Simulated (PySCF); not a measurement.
# MoOF: structure of the quartet

Where does quartet MoOF go from a linear start, is the end point a minimum, and what are its modes, charges and moments?

Program: PySCF 2.14.0. Level of theory: PBE0, basis Mo def2-TZVP with ECP28, O def2-TZVP, F def2-TZVP, scalar-relativistic core potentials, no spin–orbit coupling, density fitting. These are calculated values, not measurements.

## Step 1: Where the work starts

3 atoms, charge 0, spin multiplicity 4.

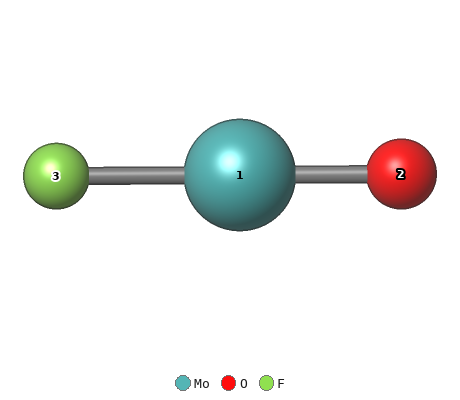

As it starts; molybdenum teal, oxygen red, fluorine green; atoms are numbered from 1 in the order of the file.

```xyz
3
charge 0 multiplicity 4
Mo    0.0000    0.0000    0.0000
O     0.0000    0.0000   -1.7800
F     0.0000    0.0000    2.0200
```

## Step 2: The SCF at the typed geometry

The steps below are one call of a driver around PySCF. For each, scf.py gives the equivalent set-up of the SCF; relaxations use the driver's own optimiser. After this first run the driver tries any further starts and a stability analysis.

The input, scf.py:

```python
from pyscf import gto, scf, dft
mol = gto.M(atom='''
Mo     0.000000     0.000000     0.000000
O      0.000000     0.000000    -1.780000
F      0.000000     0.000000     2.020000''',
    basis={'Mo': 'def2-TZVP', 'O': 'def2-TZVP', 'F': 'def2-TZVP'},
    ecp={'Mo': 'def2-TZVP'},
    charge=0, spin=3)
mf = dft.UKS(mol, xc='PBE0')
mf.grids.atom_grid = (50, 194)
aux = {'Mo': 'def2-universal-JKFIT', 'O': 'def2-universal-JKFIT', 'F': 'def2-universal-JKFIT'}
mf = mf.density_fit(auxbasis=aux)
mf.conv_tol = 1e-08
mf.diis_space = 10
mf.max_cycle = 60
mf.init_guess = 'minao'
mf.verbose = 4
mf.kernel()
```

Started as:

```sh
$ OMP_NUM_THREADS=4 python axn.py task.json out
```

The log of the run:

```text
init E= -236.510663751822
[... the frontier-level lines of each cycle are left out ...]
cycle= 1 E= -242.844225749845  delta_E= -6.33  |g|= 0.863  |ddm|= 2.66
cycle= 2 E= -238.834640456138  delta_E= 4.01  |g|= 2.84  |ddm|= 1.97
cycle= 3 E= -242.982257183801  delta_E= -4.15  |g|= 0.679  |ddm|= 1.61
cycle= 4 E= -243.13192214535  delta_E= -0.15  |g|= 0.359  |ddm|= 0.611
cycle= 5 E= -243.17538571168  delta_E= -0.0435  |g|= 0.105  |ddm|= 0.247
cycle= 6 E= -243.179174969383  delta_E= -0.00379  |g|= 0.0571  |ddm|= 0.0774
cycle= 7 E= -243.180785879656  delta_E= -0.00161  |g|= 0.0124  |ddm|= 0.0511
cycle= 8 E= -243.180937193165  delta_E= -0.000151  |g|= 0.00431  |ddm|= 0.0133
cycle= 9 E= -243.181005754095  delta_E= -6.86e-05  |g|= 0.00349  |ddm|= 0.0118
cycle= 10 E= -243.181043883704  delta_E= -3.81e-05  |g|= 0.00221  |ddm|= 0.0129
cycle= 11 E= -243.181047548699  delta_E= -3.66e-06  |g|= 0.0011  |ddm|= 0.00313
cycle= 12 E= -243.1810483078  delta_E= -7.59e-07  |g|= 0.00014  |ddm|= 0.00125
cycle= 13 E= -243.181048342719  delta_E= -3.49e-08  |g|= 5.95e-05  |ddm|= 0.000247
cycle= 14 E= -243.181048357942  delta_E= -1.52e-08  |g|= 4.3e-05  |ddm|= 0.000232
cycle= 15 E= -243.181048360198  delta_E= -2.26e-09  |g|= 5.91e-06  |ddm|= 8.82e-05
Extra cycle  E= -243.181048360155  delta_E= 4.26e-11  |g|= 1.59e-05  |ddm|= 1.17e-05
converged SCF energy = -243.181048360155  <S^2> = 3.8528324  2S+1 = 4.0510899
```

This step, with its further starts and checks, needed 8.2 s of wall time on 4 threads of Arm Neoverse V1, shared host.

The starts that the driver tried:

```tsv
start	energy (Eh)
the minimal-basis guess	-243.181048
a thermally smeared density	-243.181048
a smeared PBE density	-243.181048
```

The test of internal stability and the other starts found no lower solution of this spin.

## Step 3: Linear start, quartet: relaxation

The program finds C∞v symmetry in the start, which this walk keeps. The walk stops when the largest gradient is under 0.0003 Eh/bohr and the energy has settled too.

scf.py, as its differences from that of step 2:

```diff
@@ -3,3 +3,3 @@
-Mo     0.000000     0.000000     0.000000
-O      0.000000     0.000000    -1.780000
-F      0.000000     0.000000     2.020000''',
+Mo     0.000000    -0.000000    -0.074537
+O      0.000000    -0.000000    -1.854537
+F      0.000000     0.000000     1.945463''',
@@ -16 +15,0 @@
-mf.init_guess = 'minao'
```

Energy and gradient, step by step:

```tsv
step	energy (Eh)	change (kJ/mol)	largest symmetric gradient (Eh/bohr)
0	-243.181048	0.00	0.08177
1	-243.194192	-34.51	0.02449
2	-243.194617	-35.62	0.00537
3	-243.194644	-35.70	0.00046
4	-243.194644	-35.70	0.00008
```

The walk took 6.9 s.

Geometry (Å) and forces (eV/Å) at some steps:

```
step 0
Mo   0.000   0.000  -0.075   0.000   0.000  -1.865
O    0.000   0.000  -1.855   0.000   0.000   4.205
F    0.000   0.000   1.945   0.000   0.000  -2.339
step 1
Mo   0.000   0.000  -0.079   0.000   0.000   1.259
O    0.000   0.000  -1.742   0.000   0.000  -1.133
F    0.000   0.000   1.838   0.000   0.000  -0.127
step 2
Mo   0.000   0.000  -0.067   0.000   0.000  -0.244
O    0.000   0.000  -1.756   0.000   0.000   0.276
F    0.000   0.000   1.840   0.000   0.000  -0.032
step 3
Mo   0.000   0.000  -0.069   0.000   0.000  -0.024
O    0.000   0.000  -1.753   0.000   0.000   0.011
F    0.000   0.000   1.838   0.000   0.000   0.012
step 4
Mo   0.000   0.000  -0.069   0.000   0.000   0.004
O    0.000   0.000  -1.753   0.000   0.000  -0.001
F    0.000   0.000   1.838   0.000   0.000  -0.003
```

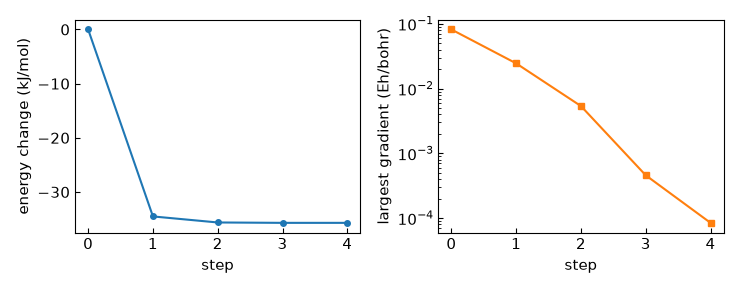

How energy and gradient fall.

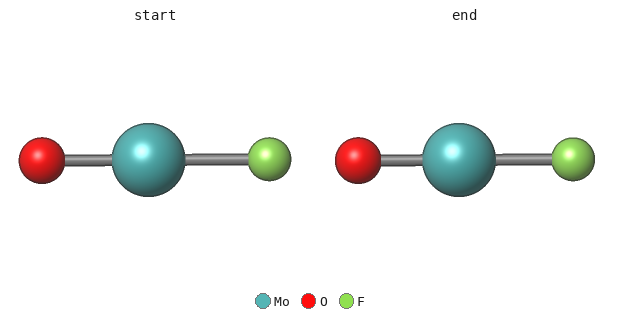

The geometry along the walk, at one scale.

End point (C∞v, 4 steps, 35.7 kJ/mol gained): Mo–F 1.908 Å, Mo–O 1.684 Å; F–Mo–O 180.0°.

## Step 4: Hessian and properties

The point is checked on the finer grid, and tightened if its gradient asks for it. The Hessian and the dipole derivatives come from central differences of analytic gradients, with steps of 0.02 bohr.

scf.py, as its differences from that of step 3:

```diff
@@ -3,3 +3,3 @@
-Mo     0.000000    -0.000000    -0.074537
-O      0.000000    -0.000000    -1.854537
-F      0.000000     0.000000     1.945463''',
+Mo    -0.000000    -0.000000    -0.070063
+O     -0.000000    -0.000000    -1.753767
+F      0.000000     0.000000     1.837571''',
@@ -10 +10 @@
-mf.grids.atom_grid = (50, 194)
+mf.grids.atom_grid = (75, 302)
@@ -13 +13 @@
-mf.conv_tol = 1e-08
+mf.conv_tol = 1e-10
```

The driver hands on the density of the step before, so the log starts near convergence.

Log of the central SCF (cycles and frontier levels):

```text
init E= -243.194677406701
[... the frontier-level lines of each cycle are left out ...]
cycle= 1 E= -243.1946774067  delta_E= 9.66e-13  |g|= 2.97e-06  |ddm|= 3.28e-06
Extra cycle  E= -243.194677406684  delta_E= 1.65e-11  |g|= 7.39e-06  |ddm|= 5.63e-06
converged SCF energy = -243.194677406684  <S^2> = 3.7949592  2S+1 = 4.0224168
```

The whole step took 24 s.

Geometry: C∞v; Mo–F 1.908 Å, Mo–O 1.684 Å; F–Mo–O 180.0°.

Modes, for the most abundant isotopes:

```csv
symmetry,ω (cm⁻¹),IR (km/mol),μ (u),type
π,160i,21.9,21.71,bend
σ+,636,146,21.23,stretch
σ+,1016,182,17.96,stretch
```

With 2 modes imaginary (up to 160i cm⁻¹) this point is a saddle.

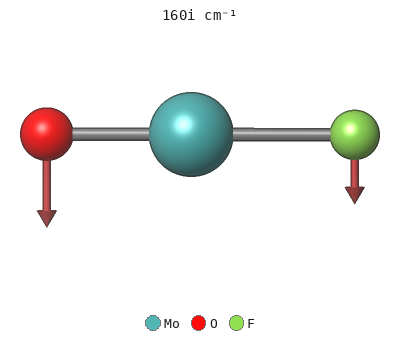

The imaginary mode, as arrows.

Constants and moments:

* Dipole moment: 0.11 D
* Highest occupied level: -6.72 eV
* Lowest empty level: -2.84 eV
* Rotational constants: 0.1481 cm⁻¹
* Zero-point energy (real modes): 9.9 kJ/mol
* Principal polarisabilities: 41.8, 41.8, 47.1 bohr³
* Atomisation energy without zero-point energy: 1038 kJ/mol
* Principal traceless quadrupole moments about the centre of mass: -12.80, 6.40, 6.40 D Å
* Spin squared ⟨S²⟩: 3.795

Charges (e) and bond orders:

```
atom  Mulliken  Löwdin  polar tensor  spin (Mulliken)  Mayer order to Mo1
 Mo1      1.09    0.66          1.33             3.24                   –
  O2     -0.55   -0.30         -0.67            -0.20                2.14
  F3     -0.54   -0.35         -0.66            -0.04                0.74
```

Mulliken populations on Mo1 (outside its core potential): s 2.64, p 6.16, d 4.06, f 0.05.

## Step 5: Following the imaginary mode

The start is the last point, displaced along its most imaginary mode.

The program finds Cs symmetry in the start, which this walk keeps. The walk stops when the largest gradient is under 0.0003 Eh/bohr and the energy has settled too.

scf.py, as its differences from that of step 4:

```diff
@@ -3,3 +3,3 @@
-Mo    -0.000000    -0.000000    -0.070063
-O     -0.000000    -0.000000    -1.753767
-F      0.000000     0.000000     1.837571''',
+Mo     0.036907     0.000183    -0.070063
+O     -0.119999    -0.000596    -1.753767
+F     -0.089168    -0.000443     1.837571''',
@@ -10 +10 @@
-mf.grids.atom_grid = (75, 302)
+mf.grids.atom_grid = (50, 194)
@@ -13 +13 @@
-mf.conv_tol = 1e-10
+mf.conv_tol = 1e-08
```

Energy and gradient, step by step:

```tsv
step	energy (Eh)	change (kJ/mol)	largest symmetric gradient (Eh/bohr)
0	-243.195399	0.00	0.00963
1	-243.195991	-1.55	0.00777
2	-243.200839	-14.28	0.00728
3	-243.201470	-15.94	0.01515
4	-243.201761	-16.70	0.00706
5	-243.201827	-16.88	0.00598
6	-243.201917	-17.11	0.00066
7	-243.201918	-17.11	0.00003
```

The walk took 16 s.

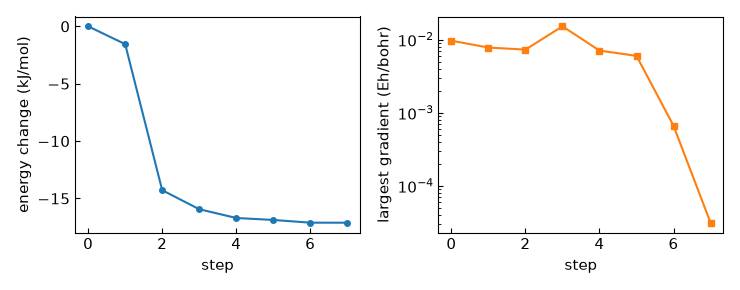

Energy and largest gradient along the walk.

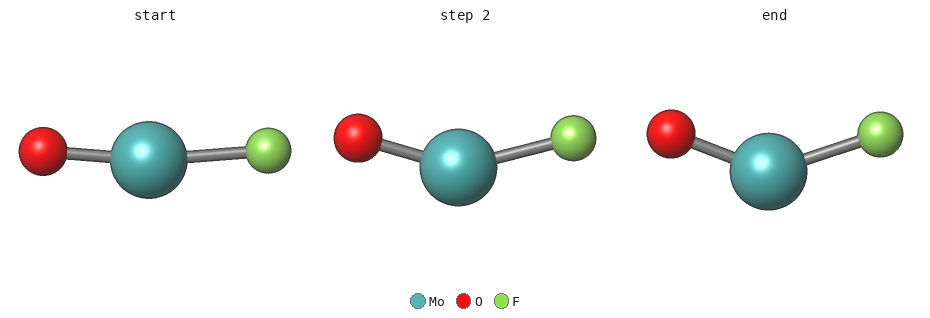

Start and end of the relaxation, with a step between.

End point (Cs, 7 steps, 17.1 kJ/mol gained): Mo–F 1.879 Å, Mo–O 1.666 Å; F–Mo–O 140.5°.

## Step 6: Is it a minimum? Harmonic modes

The same treatment as at the point before.

scf.py, as its differences from that of step 5:

```diff
@@ -3,3 +3,3 @@
-Mo     0.036907     0.000183    -0.070063
-O     -0.119999    -0.000596    -1.753767
-F     -0.089168    -0.000443     1.837571''',
+Mo     0.153250     0.000762    -0.069556
+O     -0.461315    -0.002292    -1.618464
+F     -0.413720    -0.002056     1.721650''',
@@ -10 +10 @@
-mf.grids.atom_grid = (50, 194)
+mf.grids.atom_grid = (75, 302)
@@ -13 +13 @@
-mf.conv_tol = 1e-08
+mf.conv_tol = 1e-10
```

SCF at the final geometry:

```text
init E= -243.201795428697
[... the frontier-level lines of each cycle are left out ...]
cycle= 1 E= -243.201795428655  delta_E= 4.27e-11  |g|= 1.38e-05  |ddm|= 9.09e-06
cycle= 2 E= -243.2017954284  delta_E= 2.55e-10  |g|= 3.08e-05  |ddm|= 1.98e-05
cycle= 3 E= -243.201795428701  delta_E= -3.01e-10  |g|= 6.36e-06  |ddm|= 1.5e-05
cycle= 4 E= -243.201795428717  delta_E= -1.59e-11  |g|= 3.86e-07  |ddm|= 2.79e-06
Extra cycle  E= -243.201795428717  delta_E= -7.96e-13  |g|= 3.61e-07  |ddm|= 7.09e-07
converged SCF energy = -243.201795428717  <S^2> = 3.7798588  2S+1 = 4.0149016
```

The whole step needed 46 s of wall time on 4 threads of Arm Neoverse V1, shared host.

Geometry: Cs; Mo–F 1.879 Å, Mo–O 1.666 Å; F–Mo–O 140.8°.

Harmonic modes (main isotopes):

```
symmetry  ω (cm⁻¹)  IR (km/mol)     type
      a'       181          6.2     bend
      a'       656          133  stretch
      a'      1043          196  stretch
```

Every mode is real; the point is a minimum.

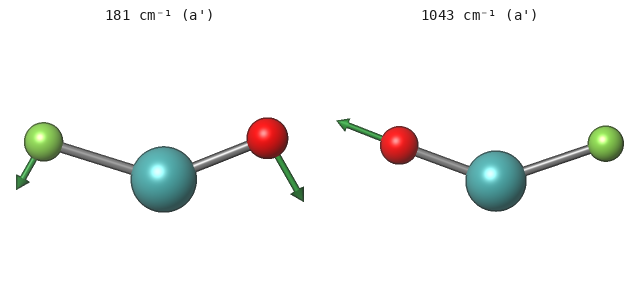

Displacements of 2 of the modes, as arrows (one member where a mode is degenerate).

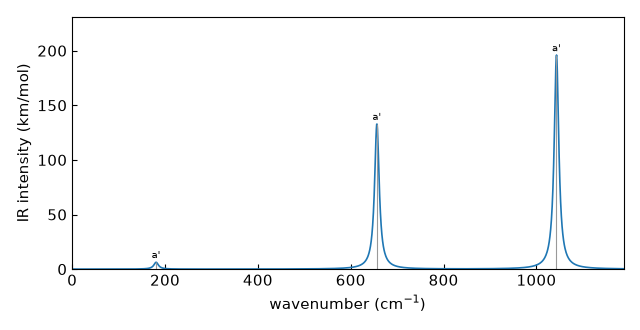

The harmonic infrared spectrum (widths in cm⁻¹). Lines are broadened to a width of 12 cm⁻¹ (Lorentzian).

Properties at this point:

- Dipole moment: 1.42 D
- Highest occupied level: -6.50 eV
- Lowest empty level: -2.76 eV
- Rotational constants: 1.899, 0.1707, 0.1566 cm⁻¹
- Zero-point energy: 11.2 kJ/mol
- Principal polarisabilities: 40.4, 42.6, 47.6 bohr³
- Atomisation energy without zero-point energy: 1057 kJ/mol
- Principal traceless quadrupole moments about the centre of mass: -9.42, 3.54, 5.88 D Å
- Entropy at 298.15 K and 1 bar (electronic part: spin only): 289.1 J/(mol K)
- Heat capacity Cp at 298.15 K: 46.3 J/(mol K)
- Enthalpy at 298.15 K above 0 K: 11.90 kJ/mol
- Rotational symmetry number: 1
- Spin squared ⟨S²⟩: 3.780

Charges (e) and bond orders:

| atom | Mulliken | Löwdin | polar tensor | spin (Mulliken) | Mayer order to Mo1 |
| --- | --- | --- | --- | --- | --- |
| Mo1 | 1.06 | 0.61 | 1.32 | 3.16 | – |
| O2 | -0.54 | -0.29 | -0.69 | -0.15 | 2.15 |
| F3 | -0.51 | -0.32 | -0.62 | -0.01 | 0.78 |

Mulliken populations on Mo1 (outside its core potential): s 2.62, p 6.19, d 4.09, f 0.05.

## Step 7: All stationary points

| spin | group | bonds | imaginary modes (cm⁻¹) | ΔE (kJ/mol) | with zero-point energy |
| --- | --- | --- | --- | --- | --- |
| quartet | Cs | Mo–F 1.879 Å, Mo–O 1.666 Å | none | 0.0 | 0.0 |
| quartet | C∞v | Mo–F 1.908 Å, Mo–O 1.684 Å | 160i, 160i | 18.7 | – |

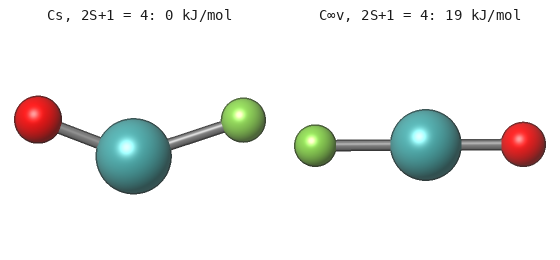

The points, lowest first (molybdenum teal, oxygen red, fluorine green).

## Step 8: Outcome

| quantity | value |
| --- | --- |
| minimum | quartet, Cs |
| geometry | Mo–F 1.879 Å, Mo–O 1.666 Å; F–Mo–O 140.8° |
| wavenumbers (cm⁻¹) | 181 (a'), 656 (a'), 1043 (a') |
| dipole moment | 1.42 D |
| highest occupied, lowest empty level (either spin) | -6.50, -2.76 eV |
| polar-tensor charge of Mo1 | +1.32 e |
| zero-point energy | 11.2 kJ/mol |
| entropy at 298.15 K | 289.1 J/(mol K) |
| atomisation energy (no zero-point energy) | 1057 kJ/mol |
| ⟨S²⟩ | 3.780 |

What this shows: The linear start (C∞v) ends in a minimum of Cs symmetry, after a stop at a second-order saddle point 18.7 kJ/mol higher, from which it was pushed off along an imaginary mode. The strongest infrared band lies at 1043 cm⁻¹ (a', stretch). Most of the spin sits on Mo1 (Mulliken spin 3.16, against 3 for the whole molecule). Only this shape and spin were tried, so other structures or states may lie lower. One determinant may miss the lowest occupation of an open d or f shell.

The search up to here took 1.7 min.
